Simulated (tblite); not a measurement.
## Geometry relaxation of CH₉BClNOSi₂ (part 2 of 2)

Continued. System: CH₉BClNOSi₂. Method: GFN2-xTB geometry optimisation, gas phase (tblite 0.8.0). 

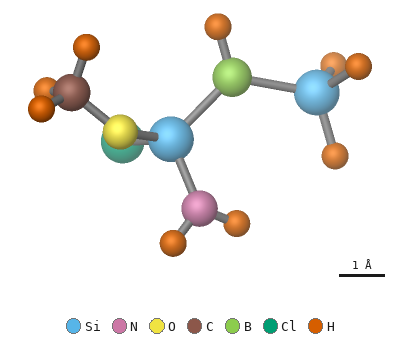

*The geometry at step 152 of the log (ball-and-stick view, seen at a tilt).*

## Trajectory as extended XYZ, continued
```
16
Properties=species:S:1:pos:R:3:forces:R:3 step=96 energy=-626.41475
Si   -0.5343   -0.8064    0.1528    0.0080   0.0070  -0.0030
N    -0.2753   -1.1653    1.8161    0.0040   0.0040   0.0030
O    -1.4938    0.5106    0.3174   -0.0060  -0.0020   0.0000
C    -2.2517    1.1517   -0.6629   -0.0010  -0.0010  -0.0060
B     1.1005   -0.4381   -0.8620    0.0050   0.0090  -0.0030
Si    2.6700    0.4481   -0.0876    0.0020   0.0000   0.0000
Cl   -1.7284   -2.2516   -0.7581   -0.0020  -0.0080  -0.0010
H     0.2898   -1.9552    2.0736    0.0040   0.0020  -0.0030
H    -1.0356   -1.0478    2.4664   -0.0040   0.0000   0.0050
H    -1.6115    1.7520   -1.3157    0.0000   0.0030  -0.0020
H    -2.9643    1.8070   -0.1610    0.0020   0.0040   0.0060
H    -2.7981    0.4288   -1.2735   -0.0050  -0.0080  -0.0040
H     1.1192   -0.6587   -2.0154   -0.0020   0.0070   0.0060
H     3.9430   -0.1924   -0.4674   -0.0030  -0.0020   0.0020
H     2.7837    1.8300   -0.5937   -0.0010  -0.0050  -0.0020
H     2.7269    0.5669    1.3743    0.0000  -0.0100   0.0020
16
Properties=species:S:1:pos:R:3:forces:R:3 step=104 energy=-626.41507
Si   -0.5314   -0.8062    0.1550   -0.0070  -0.0050  -0.0110
N    -0.2725   -1.1617    1.8188    0.0070   0.0050   0.0050
O    -1.4931    0.5090    0.3174   -0.0040   0.0080   0.0010
C    -2.2475    1.1482   -0.6665   -0.0120   0.0050  -0.0090
B     1.0945   -0.4248   -0.8673    0.0010  -0.0090  -0.0090
Si    2.6664    0.4484   -0.0864    0.0030   0.0000  -0.0030
Cl   -1.7214   -2.2608   -0.7479   -0.0010  -0.0020  -0.0030
H     0.2948   -1.9503    2.0744    0.0120  -0.0040   0.0050
H    -1.0356   -1.0514    2.4674   -0.0020   0.0040   0.0020
H    -1.6051    1.7376   -1.3283   -0.0070  -0.0150   0.0140
H    -2.9517    1.8147   -0.1669    0.0000  -0.0020  -0.0070
H    -2.8020    0.4228   -1.2673   -0.0050   0.0110  -0.0050
H     1.1051   -0.6289   -2.0240   -0.0030   0.0100   0.0100
H     3.9336   -0.2028   -0.4665    0.0050   0.0040   0.0000
H     2.7886    1.8324   -0.5853    0.0070  -0.0090   0.0050
H     2.7173    0.5538    1.3765    0.0070   0.0000   0.0050
16
Properties=species:S:1:pos:R:3:forces:R:3 step=112 energy=-626.41697
Si   -0.5303   -0.7860    0.1549   -0.0330  -0.0240  -0.0460
N    -0.2537   -1.1146    1.8230   -0.0220   0.0050  -0.0290
O    -1.5167    0.5141    0.2981   -0.0190  -0.0290   0.0080
C    -2.2872    1.1368   -0.6852    0.0030  -0.0090  -0.0030
B     1.0876   -0.3877   -0.8753   -0.0190   0.0190   0.0000
Si    2.6862    0.4137   -0.0701    0.0250   0.0170  -0.0190
Cl   -1.7004   -2.2868   -0.7134    0.0400   0.0530   0.0150
H     0.3608   -1.8673    2.0815   -0.0180   0.0240  -0.0020
H    -1.0322   -1.0594    2.4610    0.0230  -0.0010   0.0140
H    -1.6556    1.7444   -1.3396   -0.0050   0.0040  -0.0120
H    -3.0106    1.7841   -0.1868    0.0190  -0.0130   0.0050
H    -2.8232    0.4038   -1.2942    0.0180  -0.0060   0.0210
H     1.0763   -0.5211   -2.0430   -0.0080   0.0000   0.0330
H     3.9323   -0.2598   -0.4790    0.0110  -0.0080  -0.0060
H     2.8564    1.8101   -0.5255   -0.0120  -0.0480   0.0360
H     2.7504    0.4555    1.3966   -0.0030   0.0170  -0.0170
16
Properties=species:S:1:pos:R:3:forces:R:3 step=120 energy=-626.42231
Si   -0.5335   -0.7328    0.1505    0.0190   0.0190   0.0060
N    -0.2349   -1.0248    1.8208   -0.0010  -0.0170   0.0130
O    -1.5779    0.5219    0.2772    0.0160  -0.0050  -0.0100
C    -2.3633    1.1095   -0.7164    0.0010  -0.0070   0.0120
B     1.0731   -0.3024   -0.8836    0.0000  -0.0170   0.0320
Si    2.7341    0.3337   -0.0535    0.0030  -0.0030   0.0120
Cl   -1.6343   -2.2997   -0.6714    0.0020  -0.0010  -0.0390
H     0.4757   -1.6849    2.0879   -0.0350   0.0380  -0.0220
H    -1.0140   -1.0713    2.4584    0.0130   0.0180   0.0070
H    -1.7597    1.7622   -1.3549    0.0100  -0.0250   0.0180
H    -3.1295    1.7084   -0.2219   -0.0090  -0.0130  -0.0170
H    -2.8425    0.3518   -1.3417   -0.0070   0.0040   0.0200
H     1.0172   -0.3362   -2.0559    0.0160   0.0170   0.0000
H     3.9462   -0.3709   -0.5113   -0.0270  -0.0160  -0.0160
H     2.9820    1.7470   -0.3947   -0.0060   0.0030   0.0030
H     2.8014    0.2682    1.4136    0.0060   0.0020  -0.0190
16
Properties=species:S:1:pos:R:3:forces:R:3 step=128 energy=-626.42861
Si   -0.5355   -0.6486    0.1468    0.0350   0.0130   0.0170
N    -0.2236   -0.8973    1.8189    0.0320  -0.0200   0.0080
O    -1.6650    0.5292    0.2646    0.0300  -0.0280   0.0020
C    -2.4697    1.0598   -0.7445    0.0120   0.0070   0.0160
B     1.0707   -0.1910   -0.8770   -0.0060   0.0260  -0.0190
Si    2.7954    0.2296   -0.0381   -0.0210  -0.0100   0.0020
Cl   -1.5315   -2.2885   -0.6695    0.0150   0.0000  -0.0290
H     0.5978   -1.4065    2.0947   -0.0440   0.0010   0.0120
H    -0.9819   -1.0637    2.4601    0.0000   0.0160   0.0070
H    -1.8981    1.7705   -1.3471   -0.0190   0.0050  -0.0450
H    -3.3009    1.5818   -0.2702   -0.0180   0.0080   0.0050
H    -2.8618    0.2737   -1.3937   -0.0040  -0.0050  -0.0070
H     0.9928   -0.0896   -2.0457   -0.0040   0.0040   0.0330
H     3.9349   -0.5310   -0.5865   -0.0410   0.0210  -0.0070
H     3.1532    1.6494   -0.2226   -0.0040  -0.0380  -0.0100
H     2.8632    0.0022    1.4128    0.0370   0.0010   0.0160
16
Properties=species:S:1:pos:R:3:forces:R:3 step=136 energy=-626.43467
Si   -0.5295   -0.5818    0.1504    0.0300  -0.0030   0.0160
N    -0.2114   -0.8051    1.8231   -0.0190   0.0140  -0.0190
O    -1.7308    0.5202    0.2567   -0.0260   0.0450  -0.0150
C    -2.5439    1.0098   -0.7677   -0.0130  -0.0050   0.0050
B     1.0618   -0.0751   -0.8622    0.0250   0.0020   0.0380
Si    2.8197    0.1350   -0.0239    0.0550   0.0080  -0.0010
Cl   -1.4037   -2.2683   -0.7095    0.0050  -0.0200   0.0080
H     0.6654   -1.1911    2.1190    0.0200  -0.0500   0.0100
H    -0.9443   -1.0292    2.4738   -0.0500   0.0100   0.0130
H    -1.9975    1.7385   -1.3732   -0.0110  -0.0190  -0.0180
H    -3.4033    1.5013   -0.3105   -0.0010  -0.0050   0.0130
H    -2.8941    0.2002   -1.4127   -0.0010   0.0090  -0.0050
H     0.9684    0.1602   -2.0077   -0.0110   0.0140  -0.0140
H     3.8903   -0.6518   -0.6622   -0.0210   0.0050  -0.0130
H     3.2764    1.5343   -0.0934    0.0110   0.0030  -0.0050
H     2.9166   -0.2173    1.4031    0.0050  -0.0070  -0.0110
16
Properties=species:S:1:pos:R:3:forces:R:3 step=144 energy=-626.44303
Si   -0.5168   -0.4966    0.1708    0.0100  -0.0030  -0.0020
N    -0.2128   -0.7318    1.8412    0.0350   0.0460   0.0200
O    -1.7879    0.5274    0.2440   -0.0410   0.0600  -0.0440
C    -2.6189    0.9477   -0.7989   -0.0200  -0.0470  -0.0190
B     1.0712    0.0775   -0.7958    0.0480   0.0230  -0.0720
Si    2.8686    0.0637   -0.0226   -0.0290  -0.0620   0.0140
Cl   -1.2467   -2.2219   -0.7430   -0.0150  -0.0390   0.0000
H     0.6846   -1.0580    2.1537   -0.1000  -0.0240  -0.0110
H    -0.9436   -0.9558    2.4924   -0.0390  -0.0210   0.0460
H    -2.1122    1.6736   -1.4411    0.0400   0.0120   0.0650
H    -3.5007    1.4131   -0.3583    0.0020   0.0110   0.0120
H    -2.9310    0.1048   -1.4198   -0.0120  -0.0470   0.0270
H     0.9610    0.4480   -1.9038   -0.0020   0.0310  -0.0140
H     3.7956   -0.7777   -0.7990    0.0450   0.0480   0.0010
H     3.4454    1.4165    0.0289    0.0600  -0.0070  -0.0120
H     2.9843   -0.4507    1.3547    0.0190   0.0170  -0.0130
16
Properties=species:S:1:pos:R:3:forces:R:3 step=152 energy=-626.46293
Si   -0.4854   -0.3924    0.1992   -0.0450  -0.0380   0.0430
N    -0.2723   -0.6284    1.8887    0.0350   0.0010   0.0600
O    -1.8157    0.5525    0.2078   -0.0600   0.0580   0.0320
C    -2.6991    0.8643   -0.8289   -0.0410  -0.0780   0.0110
B     1.1164    0.2522   -0.7046    0.0980  -0.0120   0.0120
Si    2.9488   -0.0126   -0.0543   -0.0740  -0.0410   0.0340
Cl   -1.0727   -2.1530   -0.7629    0.0100  -0.0280  -0.0230
H     0.5658   -1.0688    2.2264   -0.0090   0.0180  -0.0430
H    -1.0429   -0.8210    2.5077   -0.0450   0.0320  -0.0810
H    -2.2612    1.5935   -1.5142    0.0600  -0.0130  -0.0050
H    -3.5987    1.2921   -0.3879   -0.0200   0.0400   0.0610
H    -2.9805   -0.0301   -1.3914    0.0710  -0.0060  -0.0090
H     1.0008    0.8083   -1.7298   -0.0240   0.0440  -0.0500
H     3.7404   -0.8313   -0.9838    0.0440  -0.0270  -0.0430
H     3.6972    1.2460    0.0856    0.0090   0.0240   0.0080
H     3.0992   -0.6915    1.2457   -0.0080   0.0250  -0.0090
16
Properties=species:S:1:pos:R:3:forces:R:3 step=160 energy=-626.46978
Si   -0.4723   -0.3431    0.2117    0.0070   0.0160   0.0140
N    -0.2929   -0.5771    1.9048    0.0210  -0.0090  -0.0060
O    -1.8322    0.5607    0.2250   -0.0010   0.0140   0.0160
C    -2.7182    0.8219   -0.8221    0.0050  -0.0190   0.0070
B     1.1335    0.3183   -0.6819   -0.0060  -0.0100   0.0030
Si    2.9620   -0.0536   -0.0762   -0.0030  -0.0210  -0.0150
Cl   -0.9881   -2.1030   -0.8022    0.0060  -0.0130   0.0050
H     0.5243   -1.0437    2.2565   -0.0180  -0.0010   0.0100
H    -1.0953   -0.7597    2.4858    0.0150   0.0070  -0.0150
H    -2.2927    1.5413   -1.5250    0.0360   0.0310  -0.0030
H    -3.6293    1.2381   -0.3925   -0.0180   0.0030   0.0040
H    -2.9576   -0.0952   -1.3634   -0.0280  -0.0280  -0.0270
H     1.0115    0.9425   -1.6699    0.0100   0.0000   0.0140
H     3.7208   -0.8578   -1.0507   -0.0080   0.0070   0.0020
H     3.7561    1.1727    0.1070    0.0050   0.0140   0.0020
H     3.1104   -0.7826    1.1961   -0.0230   0.0080  -0.0120
16
Properties=species:S:1:pos:R:3:forces:R:3 step=168 energy=-626.47102
Si   -0.4706   -0.3397    0.2145    0.0060  -0.0140   0.0070
N    -0.2858   -0.5752    1.9069    0.0100  -0.0030   0.0120
O    -1.8439    0.5445    0.2340    0.0050  -0.0020  -0.0030
C    -2.7131    0.8173   -0.8250    0.0050  -0.0090   0.0060
B     1.1275    0.3360   -0.6807   -0.0040  -0.0070   0.0100
Si    2.9535   -0.0540   -0.0818    0.0010   0.0000  -0.0040
Cl   -0.9588   -2.1156   -0.7889    0.0030   0.0080  -0.0030
H     0.5165   -1.0673    2.2585   -0.0030   0.0080  -0.0130
H    -1.0938   -0.7474    2.4826   -0.0070   0.0090   0.0070
H    -2.2568    1.5120   -1.5352   -0.0010  -0.0010   0.0100
H    -3.6141    1.2691   -0.4086    0.0050   0.0000  -0.0080
H    -2.9791   -0.1018   -1.3525   -0.0080   0.0070  -0.0180
H     1.0102    0.9806   -1.6554   -0.0100  -0.0010   0.0040
H     3.7031   -0.8623   -1.0588    0.0010   0.0070  -0.0030
H     3.7528    1.1697    0.1045    0.0080  -0.0060   0.0000
H     3.0926   -0.7862    1.1890   -0.0110   0.0040  -0.0050
16
Properties=species:S:1:pos:R:3:forces:R:3 step=176 energy=-626.47164
Si   -0.4688   -0.3410    0.2185    0.0020  -0.0060  -0.0050
N    -0.2842   -0.5690    1.9118    0.0000   0.0010   0.0020
O    -1.8543    0.5234    0.2352   -0.0080   0.0040   0.0000
C    -2.7136    0.8117   -0.8276    0.0000  -0.0060   0.0050
B     1.1238    0.3485   -0.6748   -0.0050   0.0020  -0.0040
Si    2.9504   -0.0574   -0.0886   -0.0010  -0.0020   0.0070
Cl   -0.9254   -2.1188   -0.7955   -0.0020  -0.0010   0.0030
H     0.5166   -1.0632    2.2629   -0.0070   0.0020   0.0020
H    -1.0924   -0.7288    2.4911    0.0050   0.0000   0.0020
H    -2.2419    1.4968   -1.5368    0.0020  -0.0010   0.0050
H    -3.6070    1.2818   -0.4152    0.0040  -0.0020  -0.0050
H    -2.9974   -0.1019   -1.3563    0.0090   0.0070  -0.0060
H     0.9992    1.0061   -1.6400   -0.0010  -0.0010   0.0030
H     3.6955   -0.8634   -1.0707   -0.0050   0.0030  -0.0010
H     3.7644    1.1540    0.1111    0.0020   0.0030  -0.0040
H     3.0751   -0.7990    1.1782    0.0030  -0.0030  -0.0060
16
Properties=species:S:1:pos:R:3:forces:R:3 step=184 energy=-626.47199
Si   -0.4703   -0.3370    0.2266   -0.0050  -0.0040   0.0010
N    -0.2841   -0.5666    1.9196    0.0110  -0.0030   0.0050
O    -1.8619    0.5188    0.2403   -0.0030  -0.0030   0.0010
C    -2.7087    0.8042   -0.8335    0.0010  -0.0050  -0.0010
B     1.1191    0.3647   -0.6621   -0.0090  -0.0020   0.0020
Si    2.9465   -0.0573   -0.0910    0.0050   0.0080   0.0010
Cl   -0.9170   -2.1119   -0.7958    0.0010  -0.0080   0.0050
H     0.5119   -1.0710    2.2684   -0.0160   0.0110  -0.0060
H    -1.0913   -0.7152    2.5027   -0.0050  -0.0030   0.0010
H    -2.2286    1.4883   -1.5377   -0.0020   0.0150   0.0070
H    -3.6092    1.2717   -0.4338    0.0110   0.0020  -0.0020
H    -2.9827   -0.1096   -1.3664    0.0050  -0.0070  -0.0010
H     0.9897    1.0342   -1.6181    0.0060   0.0060  -0.0020
H     3.6720   -0.8604   -1.0889    0.0070  -0.0070  -0.0160
H     3.7766    1.1437    0.1087   -0.0070  -0.0060   0.0030
H     3.0781   -0.8169    1.1642    0.0000   0.0060   0.0010
16
Properties=species:S:1:pos:R:3:forces:R:3 step=192 energy=-626.47256
Si   -0.4740   -0.3454    0.2328   -0.0060   0.0040  -0.0090
N    -0.2887   -0.5625    1.9270    0.0260   0.0000   0.0090
O    -1.8697    0.5044    0.2445    0.0050   0.0030  -0.0050
C    -2.6996    0.8026   -0.8388    0.0040  -0.0060   0.0000
B     1.1124    0.3671   -0.6559    0.0110   0.0010  -0.0040
Si    2.9458   -0.0554   -0.0983   -0.0390   0.0000  -0.0010
Cl   -0.9206   -2.1275   -0.7766    0.0110   0.0000   0.0030
H     0.5078   -1.0634    2.2791   -0.0160   0.0050   0.0020
H    -1.0956   -0.7046    2.5119   -0.0070  -0.0060   0.0020
H    -2.2145    1.5086   -1.5173    0.0010   0.0140  -0.0050
H    -3.6131    1.2513   -0.4475    0.0030  -0.0040   0.0020
H    -2.9507   -0.1031   -1.3965   -0.0040   0.0020  -0.0020
H     0.9824    1.0446   -1.6071   -0.0090  -0.0040   0.0140
H     3.6560   -0.8504   -1.1135    0.0150  -0.0100  -0.0070
H     3.7831    1.1382    0.1092   -0.0060   0.0060  -0.0030
H     3.0790   -0.8251    1.1501    0.0100  -0.0040   0.0020
16
Properties=species:S:1:pos:R:3:forces:R:3 step=200 energy=-626.47337
Si   -0.4748   -0.3499    0.2461   -0.0070   0.0010  -0.0050
N    -0.2933   -0.5429    1.9445   -0.0040  -0.0080   0.0000
O    -1.8791    0.4851    0.2432    0.0090  -0.0030   0.0060
C    -2.6895    0.7995   -0.8497    0.0000   0.0080   0.0010
B     1.1046    0.3720   -0.6435    0.0170   0.0080   0.0060
Si    2.9416   -0.0660   -0.1136   -0.0020   0.0020  -0.0140
Cl   -0.8992   -2.1452   -0.7467    0.0080  -0.0100  -0.0040
H     0.4938   -1.0536    2.3035   -0.0080   0.0040   0.0000
H    -1.1088   -0.6857    2.5177   -0.0010  -0.0030   0.0200
H    -2.2062    1.5423   -1.4898   -0.0020  -0.0030  -0.0030
H    -3.6219    1.2118   -0.4639   -0.0130   0.0030  -0.0050
H    -2.9068   -0.0910   -1.4451    0.0070   0.0040   0.0040
H     0.9624    1.0752   -1.5729    0.0040   0.0000  -0.0090
H     3.6431   -0.8428   -1.1505    0.0010  -0.0010   0.0060
H     3.7810    1.1253    0.1028   -0.0090   0.0010  -0.0020
H     3.0932   -0.8543    1.1211    0.0010  -0.0040  -0.0030
16
Properties=species:S:1:pos:R:3:forces:R:3 step=203 energy=-626.47394
Si   -0.4771   -0.3478    0.2635    0.0000   0.0000   0.0000
N    -0.3088   -0.5395    1.9633    0.0000   0.0000   0.0010
O    -1.8861    0.4788    0.2496   -0.0010   0.0000  -0.0010
C    -2.6797    0.8039   -0.8529    0.0000  -0.0010   0.0010
B     1.0988    0.3636   -0.6420   -0.0010  -0.0010   0.0000
Si    2.9410   -0.0703   -0.1293    0.0050  -0.0020   0.0010
Cl   -0.8745   -2.1512   -0.7307    0.0000   0.0010   0.0010
H     0.4747   -1.0507    2.3289    0.0000   0.0000   0.0000
H    -1.1262   -0.6735    2.5362    0.0010   0.0010  -0.0020
H    -2.1916    1.5605   -1.4726    0.0010   0.0010   0.0000
H    -3.6237    1.2015   -0.4794    0.0010   0.0000   0.0000
H    -2.8771   -0.0790   -1.4659    0.0000  -0.0010  -0.0010
H     0.9505    1.0506   -1.5831    0.0000   0.0000   0.0000
H     3.6551   -0.8148   -1.1810   -0.0020   0.0040   0.0040
H     3.7585    1.1319    0.1114   -0.0020  -0.0040   0.0000
H     3.1061   -0.8840    1.0872    0.0000   0.0020  -0.0040
```

The run was set up as follows.

## Input
```
{"job": {"kind": "relax", "xc": "GFN2-xTB", "basis": "xTB"}, "charge": 0, "multiplicity": 1}
Si    -0.598865    -0.704022     0.368468
N     -0.054052    -1.388432     1.894505
O     -1.569165     0.721827     0.565689
C     -1.990148     1.044490    -0.745186
B      0.864602    -0.181952    -0.784772
Si     2.473498     0.621531    -0.089646
Cl    -1.815199    -2.110684    -0.624668
H      0.134512    -2.394726     1.754017
H     -0.768440    -1.286111     2.655777
H     -1.078103     0.909946    -1.386940
H     -2.299628     2.104271    -0.822787
H     -2.757380     0.342013    -1.113444
H      0.701809    -0.168449    -1.969273
H      3.584505    -0.216538    -0.470977
H      2.673880     1.974180    -0.627164
H      2.438210     0.712470     1.399526
```

The first line tells a small driver script what to run in tblite; the rest is the geometry in Å.

Launched with:
```bash
OMP_NUM_THREADS=1 python <driver script> task.json out
```

## Results in brief

| quantity | value |
| --- | --- |
| outcome | converged |
| total energy | −626.4739 eV |
| hardware | 1 CPU thread, shared host |
| wall time | 8.1 s |
| peak memory | 0.18 GiB |
